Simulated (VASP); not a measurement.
Energy against volume of NaCl (rock salt). Level of theory: HSEsol screened hybrid, VASP's PBE PAW potentials (set 64) (plane waves; VASP).

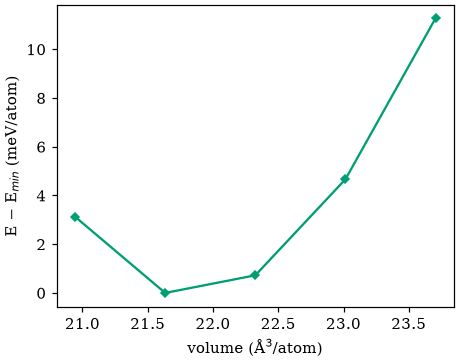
Figure: Energy against volume

Question: Estimate the equilibrium volume and the bulk modulus.

Answer: The minimum lies near 21.8 Å³/atom, and the curvature gives B0 of about 27 GPa.

The compound is NaCl in the rock salt structure. It was relaxed first. The cell's shape comes from a PBE relaxation.
